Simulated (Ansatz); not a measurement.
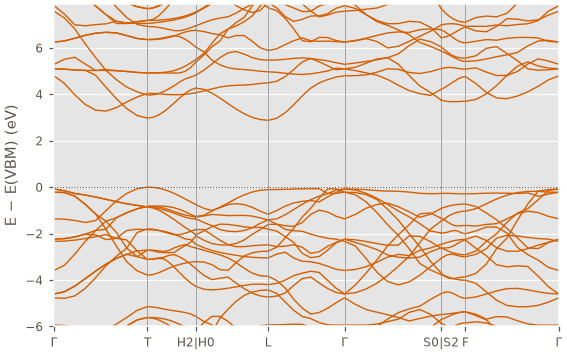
Fig. 1. Band structure from r²SCAN in the plane-wave PAW code Ansatz

Question: Read off the gap and where the band edges lie.

Answer: About 2.9 eV (2.88 eV by a search for the band edges); maximum at T, minimum at L.

The material is B6As in space group R-3m (No. 166; B on 18h, B on 18h, As on 6c).

The workflow started from a Materials Project entry (that database holds measured and hypothetical structures alike); the Crystallography Open Database copy checked does not list it. Its standing as an ambient phase is unchecked. Symmetry was held in the r²SCAN relaxation; whether a distortion lowers the energy is not shown. Scalar-relativistic: spin–orbit coupling is off unless named, which matters more the heavier the elements.

Potentials: the earlier of the program's two PAW sets.
